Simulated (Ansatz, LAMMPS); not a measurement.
# Convergence of a linear-scaling basis for amorphous carbon (330 atoms)

Wanted: errors and times of a linear-scaling basis for amorphous carbon (330 atoms). A setting counts as converged where the r.m.s. difference of forces stays under 1 % of the r.m.s. force.

Calculated with Ansatz 0.2.0; Kohn-Sham DFT, PBE, PAW (set soft_2), plane waves.

### Step 1. Starting point

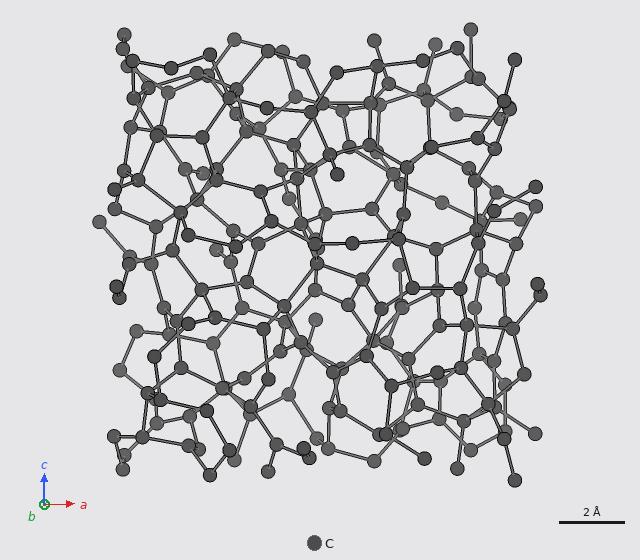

The starting structure, seen in part (carbon dark grey). Drawn is a slice 8 Å thick, seen along the normal of the ac plane.

The cell holds 330 atoms: 330 C. Its edges and angles: a = 13.113 Å, b = 13.113 Å, c = 13.113 Å, α = 90.0°, β = 90.0°, γ = 90.0°. 330 atoms (330 C) placed at random at 2.92 g/cm³, melted at 6000 K for 10 ps at fixed volume with the Tersoff potential (Tersoff, Phys. Rev. B 39, 5566 (1989)). Quenched from 6000 K to 300 K at 100 K/ps and fixed volume, held 5 ps, then minimised at fixed cell.

Limits known from the start: The quench rate of 100 K/ps far exceeds what a furnace or splat quench reaches, so expect more defects and frozen-in strain than in a real sample. The starting topology of bonds comes from the classical model, and needn't be the one that DFT or experiment would give. Only the Γ point is sampled, in a cell whose shortest periodic width is 13 Å.

### Step 2. How the cell was made

A classical potential supplies the starting structure, since it reaches far longer times than DFT.

This step: classical MD, Tersoff potential (Tersoff, Phys. Rev. B 39, 5566 (1989)) (LAMMPS 22 Jul 2025 - Update 4).

Input file in.lmp:

```
# melt-quench of C330
units metal
atom_style atomic
boundary p p p
region box block 0 13.1130 0 13.1130 0 13.1130
create_box 1 box
mass 1 12.0110   # C
create_atoms 1 random 330 710519 NULL overlap 1.37 maxtry 2000
pair_style tersoff
pair_coeff * * SiCGe.tersoff C
neigh_modify delay 0 every 1 check yes
thermo_style custom step time temp pe press density
thermo_modify norm yes
timestep 0.0005
thermo 100
min_style cg
minimize 1e-4 1e-4 200 2000
reset_timestep 0
velocity all create 6000 710520 mom yes dist gaussian
fix lim all nve/limit 0.05
fix lan all langevin 6000 6000 0.05 710521 zero yes
thermo 500
run 1000 post no
unfix lim
unfix lan
thermo 3333
fix md all nvt temp 6000 6000 0.05
run 20000 post no
unfix md
thermo 11400
fix md all nvt temp 6000 300 0.05
run 114000 post no
unfix md
thermo 5000
fix md all nvt temp 300 300 0.05
run 10000 post no
unfix md
thermo 100
min_style cg
minimize 0 1e-3 2000 20000
write_dump all custom glass.dump id type xs ys zs modify sort id
```

Run with:

```bash
lmp -in in.lmp -log none -nocite
```

Numbers of over 12 decimals in the logs are rounded to 6 here.

Output:

```text
LAMMPS (22 Jul 2025 - Update 4)
Created orthogonal box = (0 0 0) to (13.113 13.113 13.113)
Created 330 atoms
   Step          Time           Temp          PotEng         Press         Density
         0   0              0             -2.652449       955470.9       2.9190127
        63   0.0315         0             -5.8561688      151253.62      2.9190127
Loop time of 0.0770655 s on 1 MPI rank(s) for 63 steps with 330 atoms
Minimization stats:
  Stopping criterion = energy tolerance
  Energy initial, next-to-last, final =
     -2.65244902137559  -5.85574304609029  -5.85616879682487
  Force two-norm initial, final = 286.56486 27.883004
  Iterations, force evaluations = 63 111
   Step          Time           Temp          PotEng         Press         Density
         0   0              6000          -5.8561688      272125.34      2.9190127
       500   0.25           6073.4805     -5.7214355      321315.25      2.9190127
      1000   0.5            6108.4814     -5.7939645      360327.46      2.9190127
Loop time of 0.643365 s on 1 MPI rank(s) for 1000 steps with 330 atoms
   Step          Time           Temp          PotEng         Press         Density
      1000   0.5            6108.4814     -5.7939645      360327.46      2.9190127
      3333   1.6665         6103.585      -5.8956484      330795.01      2.9190127
      6666   3.333          6140.1154     -5.9021265      419889.84      2.9190127
      9999   4.9995         5821.9189     -5.9697895      314286         2.9190127
     13332   6.666          6310.0322     -5.989447       362987.38      2.9190127
     16665   8.3325         6104.127      -5.9477339      326996.64      2.9190127
     19998   9.999          6156.1937     -5.8557976      362033.71      2.9190127
[... 1 line left out ...]
Loop time of 12.0965 s on 1 MPI rank(s) for 20000 steps with 330 atoms
   Step          Time           Temp          PotEng         Press         Density
[... 12 lines left out ...]
Loop time of 56.2997 s on 1 MPI rank(s) for 114000 steps with 330 atoms
   Step          Time           Temp          PotEng         Press         Density
[... 3 lines left out ...]
Loop time of 5.01113 s on 1 MPI rank(s) for 10000 steps with 330 atoms
   Step          Time           Temp          PotEng         Press         Density
    145000   72.5           280.66726     -6.9200306      16539.393      2.9190127
    145100   72.55          280.66726     -6.9620871      12137.886      2.9190127
    145200   72.6           280.66726     -6.9620971      12380.463      2.9190127
    145295   72.6475        280.66726     -6.9620977      12321.109      2.9190127
Loop time of 1.14208 s on 1 MPI rank(s) for 295 steps with 330 atoms
Minimization stats:
  Stopping criterion = linesearch alpha is zero
  Energy initial, next-to-last, final =
     -6.92003060621385  -6.96209770219826  -6.96209770219826
  Force two-norm initial, final = 42.594388 0.014040959
  Iterations, force evaluations = 295 1802
```

The job ended after 76 s (1 thread of AMD EPYC 7R43, shared host; peak memory 0.081 GiB).

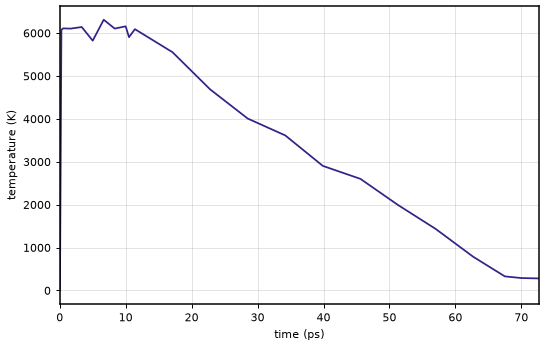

Temperature, plotted against time.

### Step 3. Plane-wave single point

The first run fixes the reference, at a cutoff of 420 eV.

Input file input.yaml:

```yaml
crystal:
  lattice:
    - [13.113, 0.0, 0.0]
    - [0.0, 13.113, 0.0]
    - [0.0, 0.0, 13.113]
  atoms:
    - { symbol: C, position: [0.21949, 0.32773, 0.99145] }
    - { symbol: C, position: [0.58525, 0.87168, 0.68048] }
    - { symbol: C, position: [0.56112, 0.71113, 0.82328] }
    - { symbol: C, position: [0.00881, 0.54582, 0.60643] }
    - { symbol: C, position: [0.88775, 0.65647, 0.44584] }
    - { symbol: C, position: [0.53496, 0.15767, 0.04803] }
    - { symbol: C, position: [0.50164, 0.73032, 0.04141] }
    - { symbol: C, position: [0.52083, 0.32793, 0.94678] }
    - { symbol: C, position: [0.78464, 0.62227, 0.09589] }
    - { symbol: C, position: [0.94625, 0.69274, 0.0588] }
    - { symbol: C, position: [0.07948, 0.21292, 0.28408] }
    - { symbol: C, position: [0.06518, 0.81374, 0.39039] }
    - { symbol: C, position: [0.69548, 0.60428, 0.36199] }
    - { symbol: C, position: [0.14706, 0.67147, 0.29652] }
    - { symbol: C, position: [0.85013, 0.55305, 0.69733] }
    - { symbol: C, position: [0.63179, 0.90083, 0.84736] }
    - { symbol: C, position: [0.35701, 0.9152, 0.72306] }
    - { symbol: C, position: [0.9339, 0.50388, 0.33247] }
    - { symbol: C, position: [0.12848, 0.58963, 0.36689] }
    - { symbol: C, position: [0.36835, 0.48251, 0.98543] }
    - { symbol: C, position: [0.04431, 0.41049, 0.88146] }
    - { symbol: C, position: [0.63414, 0.04408, 0.16992] }
    - { symbol: C, position: [0.67053, 0.77254, 0.26421] }
    - { symbol: C, position: [0.03708, 0.34371, 0.97606] }
    - { symbol: C, position: [0.58802, 0.41708, 0.4465] }
    - { symbol: C, position: [0.82946, 0.4246, 0.10753] }
    - { symbol: C, position: [0.50525, 0.34387, 0.75015] }
    - { symbol: C, position: [0.05324, 0.74001, 0.92925] }
    - { symbol: C, position: [0.05431, 0.92458, 0.5899] }
    - { symbol: C, position: [0.81373, 0.30035, 0.24494] }
    - { symbol: C, position: [0.29276, 0.47537, 0.89519] }
    - { symbol: C, position: [0.15144, 0.47775, 0.34485] }
    [... 292 atom lines left out ...]
    - { symbol: C, position: [0.23388, 0.76968, 0.67009] }
    - { symbol: C, position: [0.69421, 0.57268, 0.07745] }
    - { symbol: C, position: [0.62849, 0.59602, 0.99868] }
    - { symbol: C, position: [0.66551, 0.44882, 0.5458] }
    - { symbol: C, position: [0.11468, 0.00512, 0.74115] }
    - { symbol: C, position: [0.20342, 0.35408, 0.79228] }
kpoints:
  mp_grid: { grid: [1, 1, 1] }
hamiltonian:
  xc: pbe
scf:
  occupations: { method: gaussian, width: 0.05 }
output:
  forces: true
  stress: true
  populations: intrinsic
  dos:
    method: { smearing: { sigma: 0.1 } }
    de: 0.1
    projected: { site_lists: { C: [C] } }
  eigenvalues: true
  write_density: true
  write_potential: true
  volumetric_format: npy
```

Run with:

```bash
ansatz run input.yaml --threads 8 --pin off --max-ram 15872MiB --backend cpu --events-out ev --progress --plain --runs-dir out
```

Output:

```text
Engine: ansatz 0.2.0, x86_64-unknown-linux-gnu
Pseudopotentials: kind: paw
Pseudopotential: C, paw, valence charge 4, recommended cutoff 420 eV (normal), C.paw.azcp
Functional definition: PBE
  parameter kappa = 0.804
  parameter beta = 0.066725
  exchange = pbe_x(kappa = kappa, mu = beta*pi^2/3)
  correlation = pbe_c(beta = beta)
Crystal: 330 atoms, lattice volume = 2254.790 Å³
Basis set: ecut = 420 eV, 43867 PW (Γ), exchange–correlation on 180×180×180 points (8 copies of the dense FFT grid, shifted against one another)
Bands: 990, of which v1, the nominal top of the filled ones, is band 660 counted from 1 (659 counted from 0)
Symmetry: 1 space group operations
Space group: P1 (ITA 1), of the structure as read, at distance tolerance 1.3e-4 Å
k-points: 1
Non-local potential: C, projectors of the file, l = 0: 2, l = 1: 2, l = 2: 1
PAW form: soft (Blöchl's): semilocal exchange-correlation on the pseudo side does not see the compensation charge
PAW one-centre angular grid: C, 110 points (default); XC on 64 Gauss nodes
Initial density: superposition of atomic densities (neutral atoms: chi_scale 0, normalization atom), corrected by the library's trained network
Initial wavefunctions: pseudopotential atomic-orbital guess
Functional: x = pbe(κ = 0.804, μ = 0.219515), c = pbe(β = 0.066725)
SCF iter   1: F=—  HF=-82488.111902 eV  |F-HF|=—  |Δ(HF+E_count)|=         —  Δρ=1.63e-2  dr2=1.58e1  ethr=1.77e-3  ⟨swp⟩=6.0  Hψ=4011  notcnv=0  defer=254
preconditioner: auto → Resta (q_TF=auto, 2.495 Å⁻¹)  ε∞=4.7  [insulator: Δε(μ)=0.072 eV  Ē_g=14.770 eV  σ=0.050 eV  W_gap=0.68  n_scr=618 (ndim 8)  ℏωp=28.4 eV  f_vac=0.001  D(μ)=44.82/eV (n_scr^D=250)  ε∞_Penn≈4.7]
SCF iter   2: F=—  HF=-82486.741801 eV  |F-HF|=—  |Δ(HF+E_count)|=    1.37e0  Δρ=7.76e-3  dr2=2.98e0  ethr=1.19e-3  ⟨swp⟩=1.0  Hψ=1139  notcnv=0  defer=260
SCF iter   3: F=—  HF=-82486.351664 eV  |F-HF|=—  |Δ(HF+E_count)|=   3.90e-1  Δρ=1.78e-3  dr2=7.19e-2  ethr=2.26e-4  ⟨swp⟩=6.0  Hψ=1161  notcnv=0  defer=308
SCF iter   4: F=—  HF=-82486.341677 eV  |F-HF|=—  |Δ(HF+E_count)|=   9.99e-3  Δρ=4.21e-4  dr2=5.10e-3  ethr=5.45e-6  ⟨swp⟩=3.0  Hψ=1838  notcnv=0  defer=308
SCF iter   5: F=—  HF=-82486.341473 eV  |F-HF|=—  |Δ(HF+E_count)|=   2.04e-4  Δρ=9.99e-5  dr2=3.59e-4  ethr=3.87e-7  ⟨swp⟩=3.0  Hψ=1408  notcnv=0  defer=308
SCF iter   6: F=—  HF=-82486.341542 eV  |F-HF|=—  |Δ(HF+E_count)|=   6.89e-5  Δρ=2.96e-5  dr2=3.45e-5  ethr=2.72e-8  ⟨swp⟩=3.0  Hψ=1302  notcnv=0  defer=308
SCF iter   7: F=—  HF=-82486.342161 eV  |F-HF|=—  |Δ(HF+E_count)|=   6.18e-4  Δρ=9.42e-6  dr2=4.80e-6  ethr=2.61e-9  ⟨swp⟩=3.0  Hψ=1445  notcnv=0  defer=308
SCF iter   8: F=—  HF=-82486.342161 eV  |F-HF|=—  |Δ(HF+E_count)|=   7.80e-7  Δρ=2.88e-6  dr2=3.67e-7  ethr=3.64e-10  ⟨swp⟩=2.0  Hψ=762  notcnv=0  defer=308
SCF iter   9: F=-82486.342162 eV  HF=-82486.342162 eV  |F-HF|=3.27e-9  |Δ(HF+E_count)|=   8.35e-8  Δρ=7.57e-7  dr2=1.89e-8  ethr=7.58e-12  ⟨swp⟩=21.0  Hψ=8014  notcnv=0
SCF 1 converged in 9 iterations: F = -82486.342162 eV  dr2 = 1.89e-8
  greatest PAW one-centre occupation: 0.697 electrons in one spin orbital (limit 2), on the C atom at site 311 (counted from 0), in its partial waves of l = 0
SCF converged after 9 iterations
Free energy (F): -82486.342162 eV
Harris-Foulkes:  -82486.342162 eV  (|F-HF|=3.27e-9)
Internal energy: -82486.275801 eV  (E = F + TS)
E sigma→0 (E₀):  -82486.308981 eV
Entropy (-TS):   -0.066360 eV (-0.201 meV/atom)
Fermi energy:    10.847881 eV
--- Per-component energies (eV) ---
  E_band       = 2158.701076
  E_kinetic    = 29717.712526
  E_local      = -31157.301731  (includes V_loc(G=0)·N_el)
  E_nonlocal   = 8881.472215
  E_hartree    = 8220.040996
  E_xc         = -15807.595889
  E_vxc        = -19593.930780  (∫ρ·V_xc dr)
  E_paw        = -32690.079925  (= ΣΔE_a)
  E_vpaw       = -2129.334713  (= ΣTr[D̂ρ^β])
  E_aug_tail   = 0.002430  (compensation charges beyond the density's cutoff)
  E_ewald      = -49650.526424
  E_smearing   = -0.066360  (= −TS)
  E_closure    = 0.000000  (closes the sum)
  Σ components = -82486.342162   (vs F -82486.342162, Δ=0.00e0)
--- Forces (eV/Å), atoms counted from 1 ---
  atom   1  C     -2.71537364     0.06232083    -0.20849390
  atom   2  C      1.24784551    -0.88520924     1.68644931
  atom   3  C     -1.35789455    -0.22884231    -1.73680320
  atom   4  C     -0.39892754     1.38785573     0.46989190
  atom   5  C      0.93907702     0.61536966    -2.33661637
  atom   6  C      0.32990394    -1.00319097     1.72114625
  atom   7  C     -0.81195186     2.05345936     0.68697996
  atom   8  C     -0.51974762     0.57718875    -3.35496082
  atom   9  C      1.27299033    -1.48337127    -1.31339030
  atom  10  C     -2.21376156     0.39048997     4.72937433
  atom  11  C      0.44189993    -2.07891769     0.99602751
  atom  12  C      0.63813789     1.95098180     0.06026091
  atom  13  C      1.39127519     1.07398611    -0.07968578
  atom  14  C     -1.68805831     0.13353283     0.58327511
[...]
atom 329  C      0.63874876    -0.85771268     0.12818581
  atom 330  C     -4.06770563     0.44683178     0.10007920
  max |Σ_I F_I| component: 1.92e-5 eV/Å
--- Stress (GPa, compression-positive) ---
        0.436785      -0.108746      -2.022421
       -0.108746      -2.903043       2.432994
       -2.022421       2.432994      -3.556330
  P = ⅓ Tr σ = -2.0075 GPa (-20.075 kbar)
--- Band table (eV) ---
  k-point 0: bands = ["-10.3953", "-9.9317", "-9.8502", "-9.7987", [... 974 levels ...], "20.2794", "20.2990", "20.3124", "20.3445", "20.3495", "20.3572", "20.3840", "20.4044", "20.4165", "20.4326", "20.4486", "20.4734"]
--- intrinsic populations: 330 sites ---
  site symbol       q [e]
     0      C      4.0064
     1      C      4.0179
     2      C      3.9796
[...]
329      C      3.9983
  spilling = 0.000000 (of n_electrons = 1320.000000)
```

Run time: 73 s. Hardware: 8 threads of AMD EPYC 7R43, shared host; peak memory 5.1 GiB; 9 min of CPU time.

Reading the cycles: dr2 is the Hartree energy of the density residual (eV), the measure of convergence; HF is the Harris–Foulkes estimate of the energy, which meets the free energy F at convergence.

Read from the output:

* free energy: -82486.3422 eV
* free energy per atom: -249.9586 eV/atom
* SCF cycles: 9
* pressure: -2.008 GPa
* r.m.s. force component: 1.349 eV/Å
* longest force: 6.203 eV/Å
* Fermi energy: 10.85 eV
* levels partly filled by over 2 per cent: 4

Neighbours are counted within 1.85 Å (C-C).

Length of the force by element and coordination:

```
element  coordination  atoms  mean length of the force (eV/Å)  spread  least  most
      C           all    330                             2.10    1.03  0.381  6.20
      C             2      1                             1.32       0   1.32  1.32
      C             3    226                             2.36    1.04  0.381  6.20
      C             4    103                             1.54   0.726  0.475  4.26
```

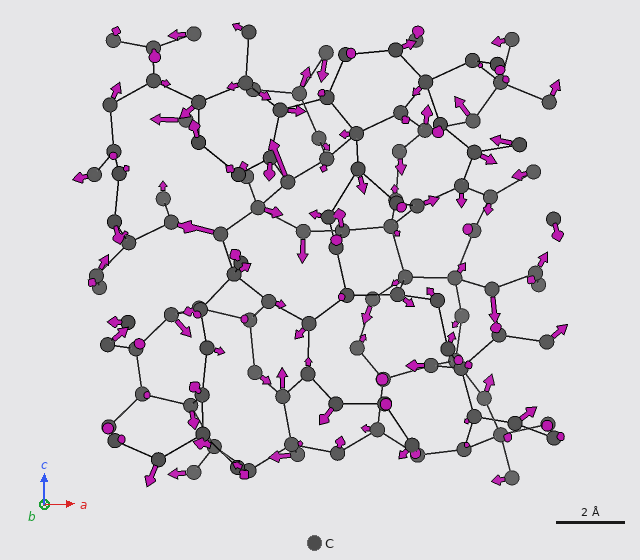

Forces as arrows; the longest in the cell is 6.20 eV/Å. Drawn is a slice 4 Å thick, seen along the normal of the ac plane. Bonds to atoms that aren't drawn are left out.

Intrinsic-atomic-orbital charges by element and coordination:

```
element  coordination  atoms  mean charge (e)  spread    least     most
      C           all    330                0  0.0281  -0.0959    0.065
      C             2      1          -0.0512       0  -0.0512  -0.0512
      C             3    226          -0.0068  0.0308  -0.0959    0.065
      C             4    103           0.0154  0.0094  -0.0091   0.0354
```

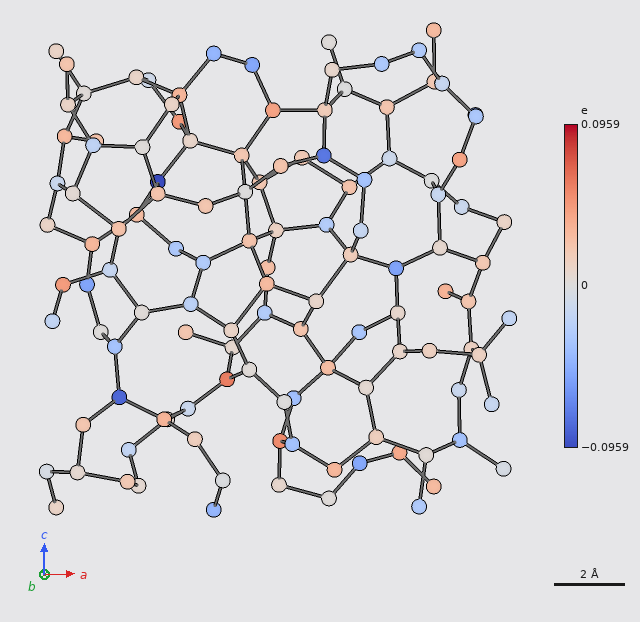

Atoms coloured by intrinsic-atomic-orbital charge. Drawn is a slice 4 Å thick, seen along the normal of the ac plane. Bonds to atoms that aren't drawn are left out.

States in the cell by windows of 1 eV, zero at the Fermi level; the larger projections on atomic orbitals stand beside the total:

```
from (eV)  to (eV)  total    C p   C s
      -14      -13   52.2   28.8  23.1
      -13      -12   56.0   34.9  20.7
      -12      -11   59.3   40.7  18.2
      -11      -10   63.2   47.8  15.0
      -10       -9   78.8   65.3  13.0
       -9       -8   92.5   81.1  10.8
       -8       -7   99.5   90.5   8.6
       -7       -6  111.5  103.7   7.5
       -6       -5  105.5   99.6   5.5
       -5       -4   87.3   83.0   4.0
       -4       -3   46.2   43.6   2.4
       -3       -2   53.3   49.6   3.3
       -2       -1   56.2   52.0   3.6
       -1        0   62.7   57.6   4.2
        0        1   71.3   65.2   4.8
        1        2   55.2   50.1   3.8
        2        3   50.9   45.6   3.7
        3        4   39.3   33.8   3.9
        4        5   27.8   20.5   5.3
```

Between -22 and -14 eV lie 296 more states.

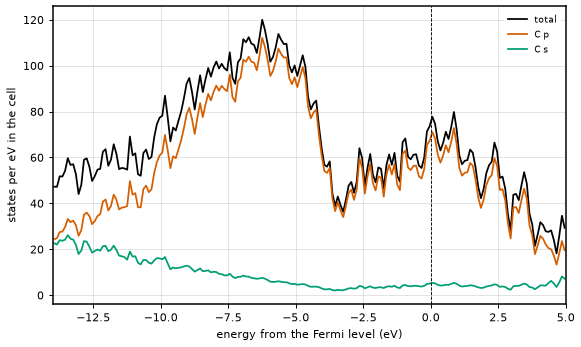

Total and projected density of states, with the broadening of the input.

The levels nearest the highest filled one (over half full), pooled over k-points and spins:

```
level less the highest filled one (eV)  occupation
                               -0.0999           2
                               -0.0856        2.00
                               -0.0796        2.00
                               -0.0452        1.96
                               -0.0259        1.87
                                     0        1.56
                                0.0532        0.47
                                0.0857         0.1
                                 0.106       0.026
                                 0.122       0.007
                                 0.130       0.004
                                 0.148       0.001
```

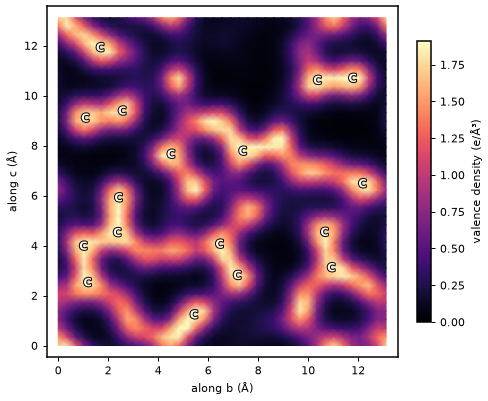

Valence density in the bc plane at fractional x = 0.023, with atoms of C within 0.2 Å of it. It is the smooth field of the valence electrons, not physical close to the nuclei. The map starts off the cell's origin, so that atoms lie inside it.

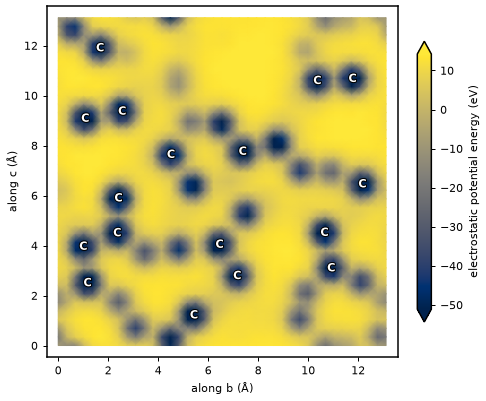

Electrostatic potential energy in the bc plane at fractional x = 0.023, with atoms of C within 0.2 Å of it. With pseudopotentials it is smooth inside the atoms' cores, unlike the true potential. The map starts off the cell's origin, so that atoms lie inside it.

Intrinsic-atomic-orbital charges run from -0.10 to +0.07 e. Within 0.4 eV of the Fermi level the largest share is C p (93 % of the projected weight).

[end of part 1 of 2]

[Logs are printed without paths, hosts, clocks, repeated set-up lines and the standing remarks that a program may print on its own settings, such as how far it seeks lower states.]

[Hosts, paths, dates, database ids (printed as entryN), source tags and the programs' standing remarks are cut or masked in the printed files.]
